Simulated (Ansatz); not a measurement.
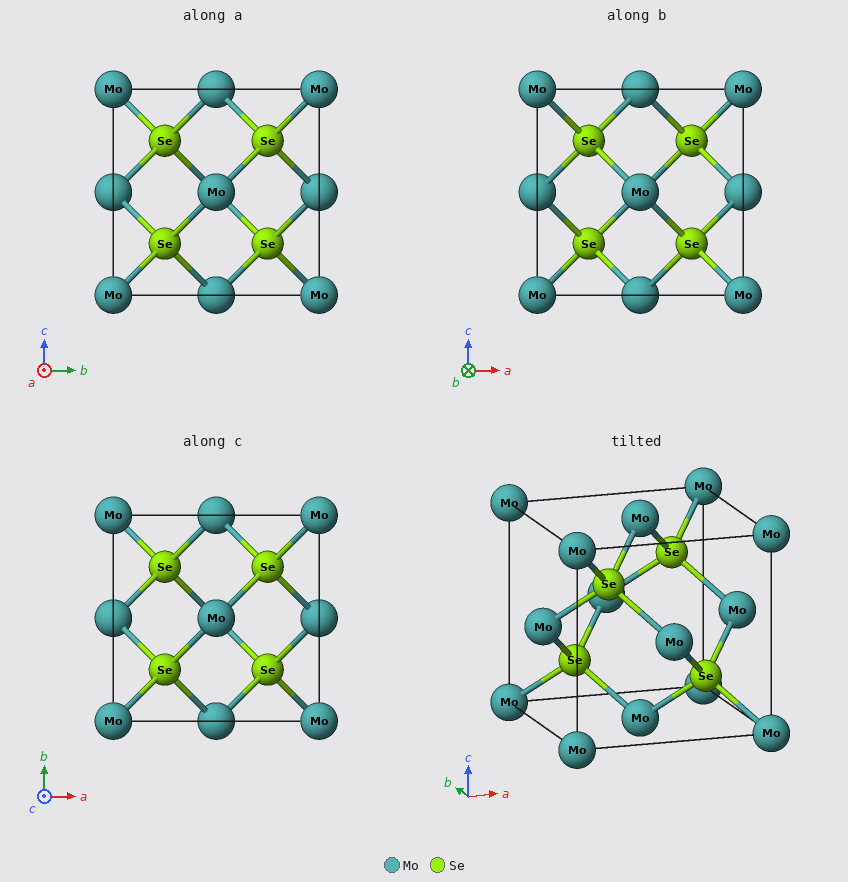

The crystal in a ball-and-stick representation, seen along the a axis, along the b axis, along the c axis and slightly off an axis. The conventional unit cell is drawn as a box.

Lattice parameters: a = 5.7757 Å, b = 5.7757 Å, c = 5.7757 Å, α = 90.000°, β = 90.000°, γ = 90.000°.

Transcribe the picture into a CIF in P1 with every atom of the cell.

```cif
data_structure
_symmetry_space_group_name_H-M 'P 1'
_symmetry_Int_Tables_number 1
_cell_length_a 5.7757
_cell_length_b 5.7757
_cell_length_c 5.7757
_cell_angle_alpha 90.000
_cell_angle_beta 90.000
_cell_angle_gamma 90.000
_cell_volume 192.67
loop_
_atom_site_label
_atom_site_type_symbol
_atom_site_fract_x
_atom_site_fract_y
_atom_site_fract_z
_atom_site_occupancy
Mo1 Mo 0.0000 0.0000 0.0000 1
Se1 Se 0.2500 0.2500 0.7500 1
Mo2 Mo 0.0000 0.5000 0.5000 1
Se2 Se 0.2500 0.7500 0.2500 1
Mo3 Mo 0.5000 0.0000 0.5000 1
Se3 Se 0.7500 0.2500 0.2500 1
Mo4 Mo 0.5000 0.5000 0.0000 1
Se4 Se 0.7500 0.7500 0.7500 1
```

Origin of the cell: a structure type filled with these elements by a generator (whether the compound takes this form wasn't checked). Earlier steps of the study, as a rule a relaxation of our own, may have changed the cell and positions, so they can lie some per cent off the listed ones. It was run through Ansatz as a DFT input.

At this level of theory the run's own cell isn't at rest (compressed, at 19 GPa), so its distances can differ from those at equilibrium, the more so the softer the solid.
